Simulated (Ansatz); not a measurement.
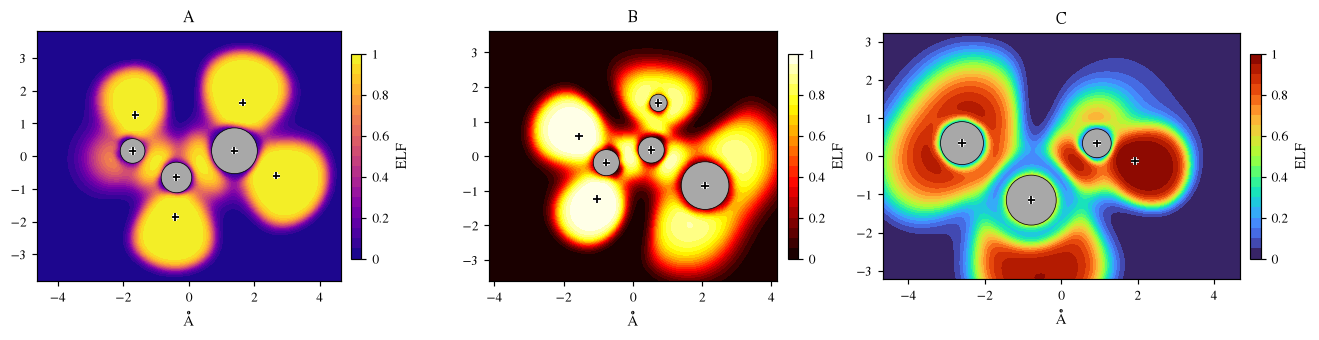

The electron localisation function of 3 systems, each on a plane through atoms (crosses mark nuclei in the plane; grey discs cover the cores).

The calculation used isolated molecule in a Gaussian basis; Kohn-Sham density functional theory, functional PBE0 in Ansatz.

System 1: CH6BSi (SMILES CB[SiH2]) (doublet), the plane of atoms C1, B2 and H7. Geometry: r2SCAN-D4/def2-SVP.

```yaml
atoms:
  - { symbol: C, position_ang: [0.1749, 0.9620, 1.4471] }
  - { symbol: B, position_ang: [-0.6135, 0.8894, 0.0947] }
  - { symbol: Si, position_ang: [-2.3732, 0.0709, -0.1043] }
  - { symbol: H, position_ang: [-0.3169, 0.5213, 2.3268] }
  - { symbol: H, position_ang: [1.1606, 0.4762, 1.3191] }
  - { symbol: H, position_ang: [0.4153, 2.0178, 1.6735] }
  - { symbol: H, position_ang: [-0.1228, 1.3630, -0.9086] }
  - { symbol: H, position_ang: [-3.1392, -0.5638, 1.0105] }
  - { symbol: H, position_ang: [-3.1325, -0.0054, -1.3861] }
```

System 2: C2H2FSe (SMILES C=C(F)[Se-]) (charge −1), the molecular plane. Geometry: PBE0-D3(BJ)/def2-SVPD.

```json
{"atom": "C", "x (Å)": "0.0548", "y (Å)": "-0.7915", "z (Å)": "1.4949"}
{"atom": "C", "x (Å)": "0.4226", "y (Å)": "0.0280", "z (Å)": "0.4899"}
{"atom": "F", "x (Å)": "0.5608", "y (Å)": "-0.5933", "z (Å)": "-0.7316"}
{"atom": "Se", "x (Å)": "0.7749", "y (Å)": "1.8590", "z (Å)": "0.4779"}
{"atom": "H", "x (Å)": "-0.0798", "y (Å)": "-0.3918", "z (Å)": "2.4975"}
{"atom": "H", "x (Å)": "-0.1092", "y (Å)": "-1.8555", "z (Å)": "1.3083"}
```

System 3: CH3SSn (SMILES [CH3][Sn-]=[S]) (charge −1), the plane of atoms Sn3, C1 and H6. Geometry: r2SCAN-D4/def2-SVPD; core potentials replace the inner electrons of Sn.

```csv
atom,x (Å),y (Å),z (Å)
C,0.6784,-0.2845,1.0289
S,0.3712,-1.7068,-2.1881
Sn,-0.7452,-0.2317,-0.7406
H,1.6711,0.0618,0.6930
H,0.7965,-1.3312,1.3578
H,0.3546,0.3305,1.8874
```

Q: Match each panel to its system.

A: Panel A is system 1, CH6BSi: the plane holds C, B, Si and H. C–B (1.57 Å): the ELF peaks at about 0.95 between the atoms: a shared electron pair. Panel B is system 2, C2H2FSe: the plane holds C, F, Se and H. C–C (1.35 Å): the ELF peaks at about 0.95 between the atoms: localised, covalent bonding. Panel C is system 3, CH3SSn: the plane holds C, S, Sn and H. C–Sn (2.27 Å): the ELF peaks at about 0.90 in the valence shell of C, 0.7 Å from its nucleus, and drops to about 0.20 between the two atoms.
